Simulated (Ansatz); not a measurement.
Geometry relaxation, with input and output: CH6AlBSe (part 2 of 2)

CH6AlBSe, SMILES C[Se][BH][AlH2]; RKS BLYP-D4/def2-SVP (Ansatz 0.2.0). It belongs to a series of runs on one base structure; here: end point A relaxed.

Geometry of the input (Å):
```
C  -1.4950  0.0797  -1.1149
Se -0.4057  -1.4476  -0.9710
B  0.2529  -0.8477  0.8132
Al 2.0297  0.3696  0.9378
H  -2.0971  0.0685  -2.1031
H  -2.2698  0.1661  -0.2891
H  -0.8976  1.0481  -1.1097
H  -0.2347  -1.1638  1.8065
H  2.5011  0.8577  2.4065
H  2.6993  0.8183  -0.3731
```

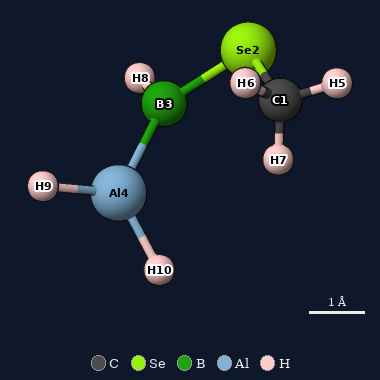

Figure 1. The geometry at step 21 of the log (ball-and-stick view, seen at a tilt; atoms are numbered from 1 in the order of the input).

**Trajectory as extended XYZ, continued**
```
10
Properties=species:S:1:pos:R:3:forces:R:3 step=10 energy=-73745.76148
C    -1.4073    0.2701   -1.1758    0.0033   0.0615   0.2100
Se   -1.2423   -1.4303   -0.1194    0.1455   0.2182   0.0551
B     0.3255   -1.1484    0.9525    0.0371  -0.2753   0.0233
Al    1.7428    0.4412    0.9341   -0.2689   0.2154  -0.1484
H    -1.7231    0.0372   -2.2099    0.0525  -0.0452   0.0418
H    -2.1765    0.9032   -0.6855    0.1327  -0.0579  -0.0955
H    -0.4197    0.7738   -1.1640   -0.1624  -0.0085  -0.1112
H     0.4906   -2.1272    1.6670   -0.0343   0.0499  -0.0637
H     2.3032    1.1237    2.2747    0.0301  -0.0729  -0.0392
H     2.1898    1.1056   -0.4704    0.0644  -0.0852   0.1277
10
Properties=species:S:1:pos:R:3:forces:R:3 step=11 energy=-73745.78526
C    -1.4002    0.2809   -1.1734   -0.0879   0.0134   0.0649
Se   -1.2535   -1.3805   -0.0575   -0.0925   0.0271  -0.1608
B     0.3475   -1.1793    0.9476    0.1984  -0.0069   0.1469
Al    1.6952    0.4647    0.9378    0.0413  -0.0172  -0.0848
H    -1.7489   -0.0220   -2.1814    0.0480   0.0451   0.1041
H    -2.1520    0.9449   -0.7025    0.0622  -0.0197  -0.0770
H    -0.4206    0.7931   -1.2424   -0.0577  -0.0909  -0.0028
H     0.5264   -2.1717    1.6370   -0.0436   0.0635  -0.0418
H     2.2796    1.1105    2.2855   -0.0456  -0.0003  -0.0171
H     2.2097    1.1082   -0.4474   -0.0226  -0.0140   0.0684
10
Properties=species:S:1:pos:R:3:forces:R:3 step=12 energy=-73745.79058
C    -1.3919    0.2796   -1.1625    0.0074   0.0348   0.0315
Se   -1.2540   -1.3886   -0.0666   -0.0354   0.0146  -0.0189
B     0.3513   -1.1880    0.9453    0.0737   0.0016   0.0335
Al    1.6870    0.4635    0.9244    0.0122   0.0035  -0.0237
H    -1.7638   -0.0120   -2.1620    0.0065   0.0339   0.0080
H    -2.1113    0.9731   -0.6853    0.0441  -0.0449  -0.0235
H    -0.3953    0.7532   -1.2507   -0.0625  -0.0344  -0.0181
H     0.5219   -2.1774    1.6352   -0.0114   0.0104  -0.0112
H     2.2431    1.1222    2.2766   -0.0249   0.0029  -0.0082
H     2.1959    1.1232   -0.4515   -0.0097  -0.0224   0.0308
10
Properties=species:S:1:pos:R:3:forces:R:3 step=13 energy=-73745.79298
C    -1.3846    0.2776   -1.1617    0.0233   0.0570  -0.0004
Se   -1.2512   -1.3899   -0.0687    0.0120  -0.0219   0.0230
B     0.3607   -1.1964    0.9431   -0.0093   0.0115  -0.0265
Al    1.6808    0.4641    0.9243   -0.0065   0.0076   0.0092
H    -1.8055    0.0023   -2.1465   -0.0007   0.0063   0.0233
H    -2.0594    0.9955   -0.6577    0.0334  -0.0326  -0.0156
H    -0.3776    0.7163   -1.2940   -0.0459  -0.0085  -0.0076
H     0.5267   -2.1862    1.6306   -0.0045  -0.0144   0.0040
H     2.2042    1.1400    2.2805   -0.0137   0.0047  -0.0066
H     2.1891    1.1256   -0.4469    0.0118  -0.0098  -0.0027
10
Properties=species:S:1:pos:R:3:forces:R:3 step=14 energy=-73745.79544
C    -1.3710    0.2756   -1.1581    0.0078   0.0792  -0.0746
Se   -1.2455   -1.3984   -0.0758    0.0492  -0.0120   0.0280
B     0.3696   -1.2065    0.9346   -0.0590  -0.0064  -0.0262
Al    1.6667    0.4693    0.9248   -0.0096   0.0045   0.0385
H    -1.8716    0.0221   -2.1132    0.0216   0.0210   0.0743
H    -1.9759    1.0247   -0.6108    0.0470  -0.0429  -0.0353
H    -0.3547    0.6664   -1.3633   -0.0901  -0.0259   0.0230
H     0.5315   -2.1984    1.6187    0.0185  -0.0218   0.0133
H     2.1395    1.1726    2.2865   -0.0120   0.0028  -0.0148
H     2.1945    1.1214   -0.4404    0.0267   0.0016  -0.0263
10
Properties=species:S:1:pos:R:3:forces:R:3 step=15 energy=-73745.79775
C    -1.3547    0.2752   -1.1614   -0.1714   0.0472  -0.1036
Se   -1.2274   -1.4108   -0.0940    0.0401  -0.0345  -0.0038
B     0.3837   -1.2199    0.9231   -0.0669  -0.0147  -0.0032
Al    1.6479    0.4783    0.9353   -0.0020   0.0249   0.0800
H    -1.9950    0.0652   -2.0474    0.1316   0.0550   0.2098
H    -1.8281    1.0615   -0.5378    0.0787  -0.0678  -0.1223
H    -0.3457    0.5833   -1.4952   -0.0532   0.0083   0.0332
H     0.5468   -2.2185    1.5986    0.0263  -0.0038   0.0028
H     2.0290    1.2333    2.3041   -0.0209  -0.0240  -0.0708
H     2.2266    1.1013   -0.4221    0.0377   0.0093  -0.0222
10
Properties=species:S:1:pos:R:3:forces:R:3 step=16 energy=-73745.80086
C    -1.3614    0.2769   -1.1571    0.0021   0.0097   0.0066
Se   -1.2280   -1.4141   -0.0966    0.0143  -0.0129  -0.0029
B     0.3795   -1.2201    0.9237   -0.0299  -0.0006  -0.0165
Al    1.6483    0.4763    0.9312    0.0089   0.0181   0.0431
H    -1.9810    0.0647   -2.0477    0.0013   0.0013   0.0133
H    -1.8510    1.0566   -0.5446    0.0220  -0.0011  -0.0186
H    -0.3516    0.5987   -1.4728   -0.0278   0.0046   0.0152
H     0.5514   -2.2198    1.5960    0.0146   0.0015   0.0013
H     2.0204    1.2425    2.2925   -0.0194  -0.0091  -0.0312
H     2.2564    1.0872   -0.4216    0.0140  -0.0115  -0.0104
10
Properties=species:S:1:pos:R:3:forces:R:3 step=17 energy=-73745.80300
C    -1.3637    0.2812   -1.1477    0.0090  -0.0188  -0.0286
Se   -1.2004   -1.4373   -0.1365   -0.0351   0.0107   0.0337
B     0.3784   -1.2229    0.9217    0.0040   0.0265  -0.0183
Al    1.6440    0.4771    0.9292   -0.0052  -0.0056   0.0193
H    -2.0066    0.0894   -2.0261    0.0047   0.0098   0.0029
H    -1.8353    1.0480   -0.5070   -0.0003  -0.0095   0.0173
H    -0.3641    0.6130   -1.4822    0.0088   0.0030  -0.0063
H     0.5537   -2.2191    1.5980    0.0204  -0.0153  -0.0183
H     1.9579    1.2926    2.2732   -0.0110   0.0115  -0.0068
H     2.3191    1.0270   -0.4195    0.0045  -0.0121   0.0051
10
Properties=species:S:1:pos:R:3:forces:R:3 step=18 energy=-73745.80592
C    -1.3629    0.2845   -1.1341    0.0271   0.0605  -0.0016
Se   -1.1936   -1.4556   -0.1571   -0.0156   0.0475   0.0053
B     0.3818   -1.2324    0.9038    0.0301   0.0090   0.0244
Al    1.6288    0.4814    0.9342    0.0640   0.0511  -0.0639
H    -2.0647    0.1305   -1.9754    0.0369   0.0114   0.0251
H    -1.7699    1.0568   -0.4520    0.0292  -0.0693  -0.0435
H    -0.3709    0.5907   -1.5226   -0.0907  -0.0329   0.0182
H     0.5834   -2.2388    1.5586    0.0056  -0.0004  -0.0155
H     1.8300    1.3918    2.2470   -0.0272  -0.0462  -0.0786
H     2.4211    0.9400   -0.3993   -0.0593  -0.0306   0.1301
10
Properties=species:S:1:pos:R:3:forces:R:3 step=19 energy=-73745.80841
C    -1.3649    0.2883   -1.1286    0.0159   0.0457   0.0128
Se   -1.1983   -1.4488   -0.1458   -0.0248   0.0169   0.0039
B     0.3888   -1.2392    0.9008    0.0580  -0.0057  -0.0223
Al    1.6373    0.4711    0.9243    0.0127   0.0910  -0.0174
H    -2.0787    0.1385   -1.9607    0.0360   0.0025   0.0322
H    -1.7555    1.0658   -0.4438    0.0229  -0.0484  -0.0379
H    -0.3762    0.5825   -1.5315   -0.0600  -0.0169   0.0086
H     0.5960   -2.2504    1.5466   -0.0149   0.0082  -0.0060
H     1.7692    1.4114    2.2244   -0.0045  -0.0469  -0.0651
H     2.4654    0.9297   -0.3827   -0.0412  -0.0463   0.0913
10
Properties=species:S:1:pos:R:3:forces:R:3 step=20 energy=-73745.80815 accepted=F
C    -1.3741    0.2941   -1.1137   -0.0502  -0.0211   0.0216
Se   -1.2160   -1.4353   -0.1178    0.0168  -0.0435  -0.0218
B     0.4137   -1.2503    0.8706   -0.0706   0.0339  -0.0310
Al    1.6223    0.4829    0.8962    0.1791  -0.0002   0.0866
H    -2.1107    0.1480   -1.9259    0.0213   0.0109   0.0280
H    -1.7324    1.0828   -0.4277   -0.0022   0.0164  -0.0066
H    -0.3948    0.5636   -1.5476    0.0251   0.0073  -0.0179
H     0.6281   -2.2638    1.5104    0.0053   0.0213  -0.0035
H     1.6515    1.4499    2.1854   -0.0343  -0.0217  -0.1047
H     2.5954    0.8770   -0.3268   -0.0904  -0.0034   0.0493
10
Properties=species:S:1:pos:R:3:forces:R:3 step=21 energy=-73745.81105
C    -1.3653    0.2925   -1.1181   -0.0113  -0.0158   0.0082
Se   -1.2069   -1.4429   -0.1324    0.0156   0.0121  -0.0052
B     0.4036   -1.2477    0.8829   -0.0037  -0.0046   0.0216
Al    1.6369    0.4701    0.9158   -0.0098   0.0372  -0.0011
H    -2.0858    0.1450   -1.9426   -0.0058   0.0026  -0.0055
H    -1.7429    1.0745   -0.4351   -0.0024   0.0070   0.0118
H    -0.3812    0.5759   -1.5331    0.0134  -0.0011  -0.0080
H     0.6083   -2.2584    1.5294    0.0001  -0.0034  -0.0098
H     1.7061    1.4371    2.1967   -0.0021  -0.0240  -0.0292
H     2.5102    0.9027   -0.3604    0.0060  -0.0100   0.0172
10
Properties=species:S:1:pos:R:3:forces:R:3 step=22 energy=-73745.81246
C    -1.3691    0.2963   -1.1080   -0.0222  -0.0141  -0.0032
Se   -1.2027   -1.4466   -0.1371    0.0096  -0.0016  -0.0052
B     0.4123   -1.2531    0.8720   -0.0231   0.0032   0.0011
Al    1.6316    0.4730    0.9061    0.0427   0.0368   0.0233
H    -2.1146    0.1631   -1.9134    0.0068   0.0048   0.0136
H    -1.7168    1.0792   -0.4098    0.0020   0.0022   0.0032
H    -0.3938    0.5684   -1.5508    0.0116   0.0054  -0.0081
H     0.6241   -2.2676    1.5102    0.0045   0.0004  -0.0044
H     1.6233    1.4788    2.1621   -0.0010  -0.0306  -0.0640
H     2.5889    0.8575   -0.3283   -0.0308  -0.0065   0.0437
10
Properties=species:S:1:pos:R:3:forces:R:3 step=23 energy=-73745.81319
C    -1.3701    0.2983   -1.1018   -0.0263  -0.0031  -0.0091
Se   -1.2010   -1.4495   -0.1405    0.0164  -0.0069  -0.0080
B     0.4171   -1.2586    0.8646   -0.0305   0.0026   0.0014
Al    1.6295    0.4714    0.9035    0.0585   0.0548   0.0185
H    -2.1342    0.1761   -1.8920    0.0140   0.0054   0.0235
H    -1.6951    1.0817   -0.3928    0.0063  -0.0013  -0.0073
H    -0.4019    0.5622   -1.5655    0.0013   0.0030  -0.0005
H     0.6325   -2.2761    1.4966    0.0057   0.0010  -0.0012
H     1.5728    1.5100    2.1324   -0.0033  -0.0422  -0.0635
H     2.6334    0.8334   -0.3014   -0.0421  -0.0133   0.0462
10
Properties=species:S:1:pos:R:3:forces:R:3 step=24 energy=-73745.81409
C    -1.3703    0.3001   -1.0969   -0.0202   0.0202  -0.0176
Se   -1.1947   -1.4537   -0.1485    0.0133  -0.0112  -0.0057
B     0.4214   -1.2619    0.8597   -0.0200   0.0000  -0.0053
Al    1.6291    0.4713    0.9032    0.0363   0.0442   0.0122
H    -2.1594    0.1914   -1.8650    0.0284   0.0066   0.0358
H    -1.6647    1.0844   -0.3743    0.0138  -0.0165  -0.0261
H    -0.4124    0.5545   -1.5888   -0.0252  -0.0023   0.0139
H     0.6416   -2.2826    1.4847    0.0026   0.0012   0.0023
H     1.5184    1.5385    2.1019    0.0063  -0.0333  -0.0513
H     2.6742    0.8070   -0.2728   -0.0351  -0.0088   0.0419
10
Properties=species:S:1:pos:R:3:forces:R:3 step=25 energy=-73745.81478
C    -1.3714    0.3005   -1.0927   -0.0184   0.0498  -0.0365
Se   -1.1861   -1.4632   -0.1643    0.0060  -0.0013  -0.0028
B     0.4235   -1.2660    0.8530   -0.0134   0.0021  -0.0037
Al    1.6241    0.4724    0.9044    0.0407   0.0382   0.0170
H    -2.1929    0.2101   -1.8300    0.0560   0.0094   0.0537
H    -1.6246    1.0852   -0.3532    0.0219  -0.0467  -0.0511
H    -0.4288    0.5436   -1.6215   -0.0621  -0.0102   0.0339
H     0.6486   -2.2892    1.4721    0.0061   0.0027   0.0015
H     1.4700    1.5739    2.0644   -0.0082  -0.0293  -0.0282
H     2.7207    0.7817   -0.2290   -0.0286  -0.0147   0.0162
10
Properties=species:S:1:pos:R:3:forces:R:3 step=26 energy=-73745.81440 accepted=F
C    -1.3688    0.3035   -1.0891   -0.0126   0.0578  -0.0423
Se   -1.1764   -1.4665   -0.1732    0.0055   0.0069   0.0018
B     0.4298   -1.2698    0.8496    0.0162  -0.0124   0.0172
Al    1.6317    0.4671    0.9135   -0.0622   0.0605  -0.0289
H    -2.2174    0.2287   -1.7973    0.0627   0.0016   0.0573
H    -1.5838    1.0896   -0.3390    0.0216  -0.0530  -0.0522
H    -0.4420    0.5345   -1.6504   -0.0651  -0.0099   0.0402
H     0.6580   -2.2953    1.4639   -0.0073  -0.0077  -0.0037
H     1.4089    1.5991    2.0336    0.0348  -0.0395  -0.0263
H     2.7432    0.7579   -0.2085    0.0064  -0.0042   0.0370
10
Properties=species:S:1:pos:R:3:forces:R:3 step=27 energy=-73745.81536
C    -1.3715    0.3014   -1.0924   -0.0116   0.0363  -0.0246
Se   -1.1795   -1.4653   -0.1707   -0.0008  -0.0042  -0.0025
B     0.4268   -1.2654    0.8509   -0.0041   0.0049  -0.0070
Al    1.6242    0.4751    0.9066    0.0094   0.0010   0.0156
H    -2.2115    0.2199   -1.8084    0.0386   0.0037   0.0362
H    -1.5986    1.0871   -0.3468    0.0125  -0.0309  -0.0310
H    -0.4411    0.5372   -1.6438   -0.0383  -0.0094   0.0224
H     0.6563   -2.2897    1.4668    0.0004   0.0007   0.0009
H     1.4384    1.5847    2.0520    0.0054  -0.0072  -0.0222
H     2.7396    0.7639   -0.2112   -0.0114   0.0049   0.0123
10
Properties=species:S:1:pos:R:3:forces:R:3 step=28 energy=-73745.81565
C    -1.3700    0.3016   -1.0917   -0.0099   0.0203  -0.0157
Se   -1.1747   -1.4694   -0.1787    0.0023   0.0056  -0.0004
B     0.4280   -1.2681    0.8481    0.0116  -0.0057   0.0058
Al    1.6250    0.4723    0.9130   -0.0306   0.0121  -0.0112
H    -2.2306    0.2326   -1.7830    0.0215   0.0002   0.0200
H    -1.5652    1.0883   -0.3392    0.0045  -0.0163  -0.0122
H    -0.4534    0.5270   -1.6684   -0.0158  -0.0081   0.0101
H     0.6599   -2.2938    1.4608   -0.0048  -0.0026  -0.0017
H     1.4105    1.6011    2.0318    0.0063  -0.0026   0.0062
H     2.7535    0.7573   -0.1895    0.0150  -0.0028  -0.0008
10
Properties=species:S:1:pos:R:3:forces:R:3 step=29 energy=-73745.81584
C    -1.3706    0.3013   -1.0919   -0.0100   0.0220  -0.0163
Se   -1.1722   -1.4714   -0.1829   -0.0006   0.0033  -0.0003
B     0.4292   -1.2680    0.8454    0.0068  -0.0021   0.0037
Al    1.6223    0.4750    0.9131   -0.0173   0.0021  -0.0007
H    -2.2433    0.2386   -1.7688    0.0273   0.0018   0.0226
H    -1.5476    1.0889   -0.3357    0.0043  -0.0194  -0.0179
H    -0.4618    0.5201   -1.6837   -0.0211  -0.0070   0.0121
H     0.6629   -2.2941    1.4568   -0.0025  -0.0012  -0.0019
H     1.3965    1.6083    2.0256    0.0037  -0.0014   0.0000
H     2.7676    0.7502   -0.1748    0.0094   0.0018  -0.0014
10
Properties=species:S:1:pos:R:3:forces:R:3 step=30 energy=-73745.81596
C    -1.3710    0.3010   -1.0927   -0.0065   0.0191  -0.0121
Se   -1.1696   -1.4732   -0.1871   -0.0029   0.0000  -0.0002
B     0.4306   -1.2683    0.8426    0.0033   0.0006   0.0008
Al    1.6197    0.4773    0.9143   -0.0024  -0.0034   0.0040
H    -2.2588    0.2461   -1.7502    0.0264   0.0027   0.0200
H    -1.5241    1.0902   -0.3328    0.0031  -0.0178  -0.0200
H    -0.4730    0.5104   -1.7039   -0.0221  -0.0043   0.0122
H     0.6663   -2.2953    1.4518   -0.0009   0.0005  -0.0016
H     1.3800    1.6162    2.0182    0.0005   0.0000  -0.0030
H     2.7831    0.7445   -0.1570    0.0015   0.0027   0.0000
10
Properties=species:S:1:pos:R:3:forces:R:3 step=31 energy=-73745.81602
C    -1.3711    0.3008   -1.0932    0.0013   0.0027  -0.0003
Se   -1.1692   -1.4735   -0.1882   -0.0026  -0.0012  -0.0003
B     0.4311   -1.2686    0.8414    0.0012   0.0014   0.0000
Al    1.6186    0.4780    0.9150    0.0062  -0.0032   0.0029
H    -2.2643    0.2492   -1.7421    0.0045   0.0013   0.0035
H    -1.5137    1.0907   -0.3331    0.0003  -0.0028  -0.0055
H    -0.4782    0.5055   -1.7124   -0.0058  -0.0004   0.0019
H     0.6671   -2.2961    1.4497    0.0001   0.0011  -0.0010
H     1.3744    1.6186    2.0159   -0.0023   0.0005  -0.0021
H     2.7884    0.7444   -0.1501   -0.0030   0.0007   0.0009
10
Properties=species:S:1:pos:R:3:forces:R:3 step=32 energy=-73745.81607
C    -1.3709    0.3009   -1.0934    0.0018   0.0007   0.0009
Se   -1.1675   -1.4746   -0.1907   -0.0018  -0.0005   0.0000
B     0.4324   -1.2694    0.8395    0.0020  -0.0002   0.0011
Al    1.6181    0.4782    0.9169    0.0049  -0.0003  -0.0017
H    -2.2746    0.2551   -1.7280    0.0043   0.0021   0.0024
H    -1.4962    1.0920   -0.3314    0.0004  -0.0026  -0.0064
H    -0.4863    0.4986   -1.7264   -0.0064   0.0008   0.0025
H     0.6696   -2.2977    1.4460   -0.0002   0.0009  -0.0008
H     1.3602    1.6248    2.0085   -0.0011  -0.0005  -0.0013
H     2.7983    0.7409   -0.1378   -0.0039  -0.0003   0.0033
```

**Results in brief**

- outcome: converged
- total energy: −73745.8164 eV
- mean-field energy: −73745.3499 eV
- largest force (length of the vector) at the end: 0.007 eV/Å
- hardware: 2 threads of Intel Xeon @ 2.50GHz (Skylake/Cascade Lake), 16 GiB of memory available, shared host
- wall time: 70 s (CPU time 2.2 min)
- peak memory: 0.17 GiB
